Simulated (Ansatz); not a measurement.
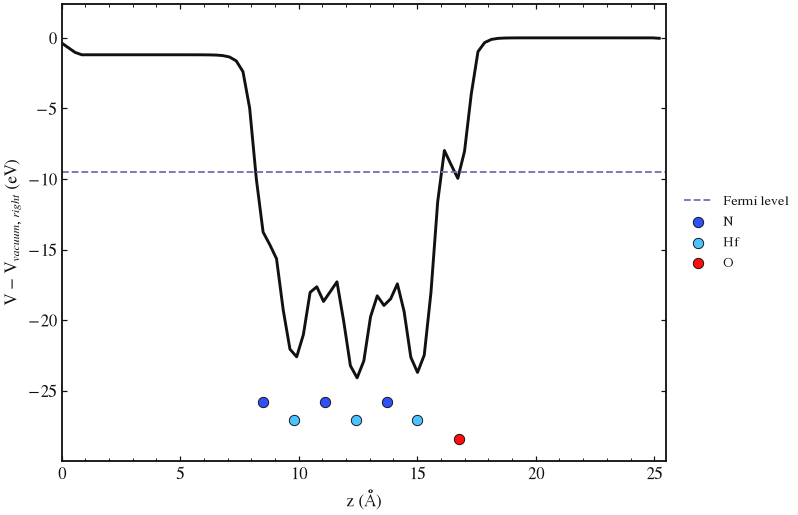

Plane-averaged electrostatic potential energy of an electron across the slab; circles at the bottom mark the heights of the atoms (positions after relaxation).

Calculation on a (111) slab cut from HfN (Fm-3m), of composition Hf3N3O (not the bulk's), ended by Hf above and N below, 7 atoms in the cell.

Method: DFT PBEsol, scalar-relativistic, plane waves, PAW, no spin polarisation, 9×9×1 k mesh, 420 eV cutoff (Ansatz 0.2.0).

> What is the work function?

The work function is 9.53 eV at the right face and 8.33 eV at the left.

> How thick are slab and vacuum?

The outermost atoms are 8.3 Å apart, which leaves 17.2 Å of vacuum in a cell 25.5 Å high.

> Do the two faces differ, and what does that say about the slab's dipole?

The vacuum level is 1.20 eV higher at the right than at the left, so the slab carries a dipole along its normal; the ramp in the vacuum, at or near the edge of the plot, is the dipole correction that keeps each side flat. Some atoms were held fixed in the relaxation, which can itself make the faces differ.

The electron count is odd and the run has no spin polarisation, so a magnetic state may lie lower. Spin-orbit coupling is left out, which matters for Hf.
